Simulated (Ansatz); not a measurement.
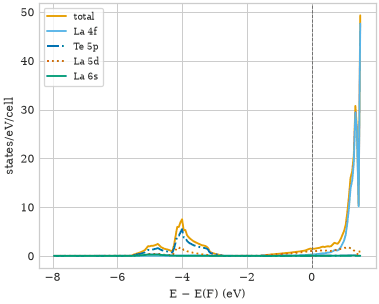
Fig. 1. Total and projected density of states of LaTe (rock salt, Fm-3m), the program Ansatz at the r²SCAN level (PAW)

**Question.** Which orbitals carry the states next to the Fermi level?

**Answer.** Within 0.5 eV of the Fermi level: La 5d 67 %, La 4f 22 %, outside the projected shells 5 %. Projections are on Löwdin-orthogonalised atomic valence shells; empty p or d shells of many metals are not among them.

**Question.** Where is the tallest occupied peak in this window, and what makes it?

**Answer.** Near -4.0 eV, about 7.5 states/eV per cell; the largest projected share is Te 5p.

The first step of the workflow began from a Materials Project structure, measured or hypothetical; the Crystallography Open Database files this formula in space group No. 225, but the cells were not matched. Its standing as an ambient phase is unchecked. The r²SCAN relaxation kept the symmetry of its start; whether a distortion lowers the energy is not shown. With an odd number of electrons in the cell and no spin polarisation, the count alone makes it a metal. Scalar-relativistic: spin–orbit coupling is off unless named, which matters more the heavier the elements.

Potentials: the earlier of the program's two PAW sets.
